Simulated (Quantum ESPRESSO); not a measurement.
The Gd L₃ edge of atom 1 in GdAl (Pm-3m), with 8 Al at 3.14 Å and 6 Gd at 3.63 Å (cube and octahedron, as in bcc, site symmetry m-3m), was computed in 2 ways: excited-electron core hole (neutral cell) and no core hole. Program and functional: Quantum ESPRESSO XSpectra, LDA, without spin-orbit coupling, Lorentzian half width 2 eV (not a setting of the program: the run's 0.4 eV curve was folded afterwards with a further Lorentzian); cells of 2 and 8 atoms (the run without a hole in the smaller).

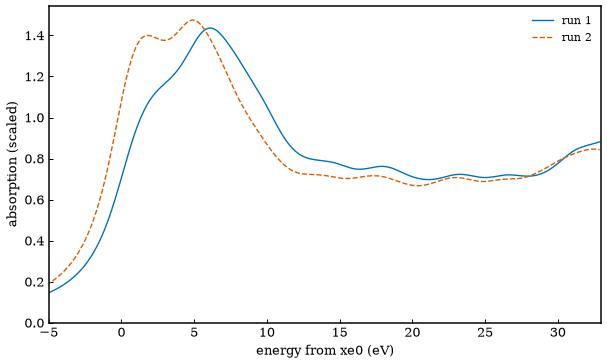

Each run is counted from its own lowest empty level or Fermi level and scaled to a mean of 1 over its first 20 eV.

Q: Which run is which?

Run 1: no core hole (area from −2 to 6 eV 7.9, main maxima 6.2 eV (1.44)). Run 2: excited-electron core hole (neutral cell) (area from −2 to 6 eV 9.8, main maxima 1.8 eV (1.40) and 4.9 eV (1.47)). With each curve scaled to its own mean, the area from −2 to 6 eV with the hole is 9.8 against 7.9, and the centre of weight from −1 to 20 eV moves by -0.7 eV: the hole pulls the absorber's empty states down.

[Hosts, paths, dates, database ids (printed as entryN), source tags and the programs' standing remarks are cut or masked in the printed files.]

[Lists of maxima count a maximum above −3 eV only where it reaches 4 % of the highest in the window and stands out from its surroundings by 2 % of it (1.5 % where it reaches 55 %); shoulders and weaker maxima are passed over, and of the rest the first, up to two pre-edge ones and the few strongest are named.]
